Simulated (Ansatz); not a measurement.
A series of calculations on SnSiH5OCl3

Part 1: Relaxation

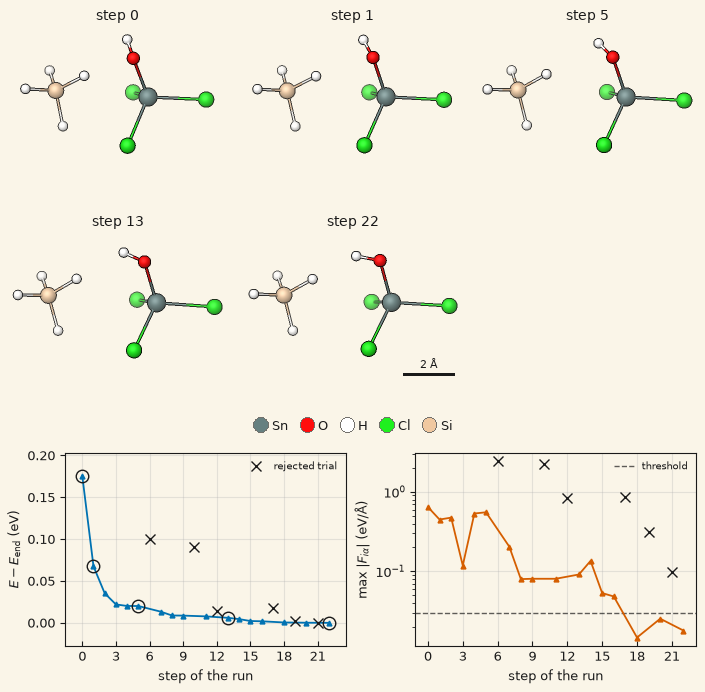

Frames of a relaxation of SnSiH5OCl3, marked on the history of the run. Style: ball-and-stick. Shown at a tilt.

The run prepares an end point of a later path (reaction) calculation, from a guessed geometry.

All numbers below come from RKS PBE0/def2-SVP in Ansatz 0.2.0. (no spin polarisation; force threshold 0.03 eV/Å; at most 50 steps)

Question: Describe the path.

Answer: The largest move after the best rigid fit is that of an H atom, 0.61 Å. Largest moves by element: H 0.61 Å, O 0.51 Å, Sn 0.34 Å, Cl 0.33 Å, Si 0.29 Å. Among the contacts that change: H–Si 1.474 → 1.499 Å, Cl–Sn 2.322 → 2.312 Å, H–Si 1.495 → 1.490 Å, O–Sn 1.961 → 1.956 Å. Bond angles that change, for instance: Cl–Sn–Cl 112.4° → 108.0°, Cl–Sn–Cl 106.1° → 109.9°, O–Sn–Cl 109.1° → 111.7°. Groups turn about O–Sn by about 70°. The energy falls by 0.175 eV in 16 accepted moves (22 points after the start). Largest force component: 0.64 eV/Å at the start, 0.018 eV/Å at the end. The line search rejected the trial steps at points 6, 10, 12, 17, 19, 21 of the run. The forces were under the threshold at step 18, but the run went on from there. From step 0 to 1: the O atom moves most (0.19 Å), energy −0.108 eV. From step 1 to 5: an H atom moves most (0.22 Å), energy −0.047 eV. From step 5 to 13: an H atom moves most (0.27 Å), energy −0.014 eV. From step 13 to 22: an H atom moves most (0.27 Å), energy −0.006 eV.

Limits of the set-up: the start holds two separate molecules, 2.2 Å apart at their closest, whose relative position is a soft coordinate and is computed without a dispersion correction.

Part 2: Relaxation

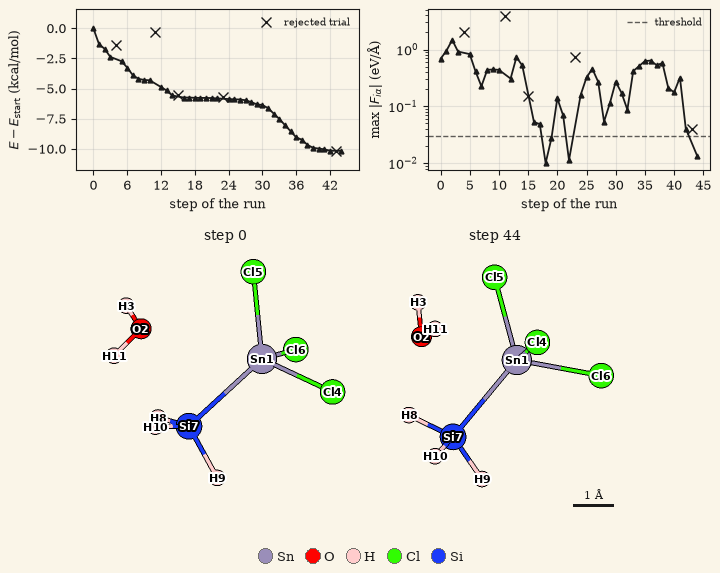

First and last geometry of a relaxation of SnSiH5OCl3, with the history of the run. The picture is a ball-and-stick view, seen face on.

The run prepares an end point of a later path (reaction) calculation, from a guessed geometry.

Level of theory: Ansatz, RKS PBE0/def2-SVP. Set-up: no spin polarisation; force threshold 0.03 eV/Å; at most 50 steps.

Did the run converge, and what did it change?

It converged. Over 39 accepted moves (44 points after the start) the energy falls by 10.2 kcal/mol. The largest force component goes from 0.68 to 0.013 eV/Å. The line search rejected the trial steps at points 4, 11, 15, 23, 43 of the run. The forces were under the threshold at step 18, but the run went on from there. Cl4 moves most after the best rigid fit: 2.17 Å. Largest moves by element: Cl 2.17 Å, H 1.97 Å, O 0.69 Å, Si 0.61 Å, Sn 0.44 Å. Near-neighbour distances that change, for instance: Sn1–O2 3.160 → 2.713 Å, Sn1–Si7 2.515 → 2.562 Å, Sn1–Cl5 2.340 → 2.368 Å, O2–H11 0.981 → 0.968 Å. Among the angles between lasting bonds that change: Cl5–Sn1–Si7 126.1° → 116.8°, Cl6–Sn1–Si7 105.9° → 112.0°, Cl4–Sn1–Si7 110.6° → 116.5°. Groups turn about Sn1–Si7 by about 80°. The run took 2.3 min on 4 threads of Arm Neoverse V2, with other jobs on the host, peak memory 0.43 GiB.

Part 3: Path

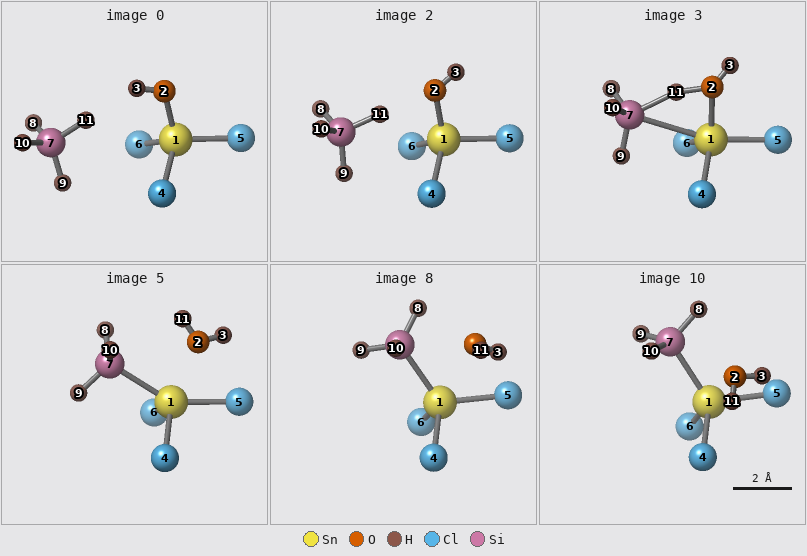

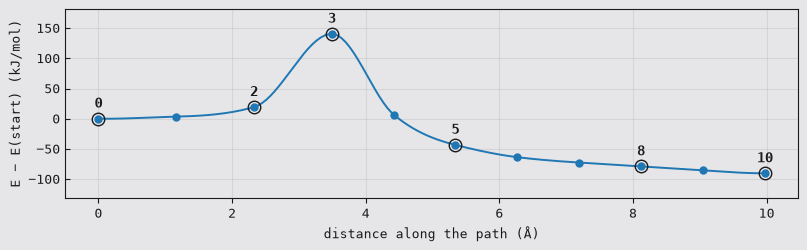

A search for the minimum-energy path of SnSiH₅OCl₃ by the nudged elastic band. Images are numbered from 0 (start) to 10 (end). Style: ball-and-stick. Shown at a tilt.

Method: RKS PBE0/def2-SVP (Ansatz). Run with 9 movable images; climbing image; force threshold 0.05 eV/Å; iteration limit 51; starting path through a guess of the saddle point.

Read off the barrier and say what moves.

Answer. Breaking: Si7–H11 (1.50 → 1.81 at the top → 3.68 Å), Sn1–O2 (1.96 → 2.09 at the top → 2.71 Å). Forming: O2–H11 (2.88 → 1.27 at the top → 0.97 Å), Sn1–Si7 (4.33 → 2.99 at the top → 2.56 Å). The energy climbs by 140.5 kJ/mol to image 3 and then falls by 231.0 kJ/mol, so the end point sits at −90.5 kJ/mol. The band is converged. At the top, the vibrational analysis gives one imaginary mode (1394i cm⁻¹), as a transition state must have.

Cost: 11 min on 4 threads of Arm Neoverse V2 (shared host), peak memory 0.5 GiB.
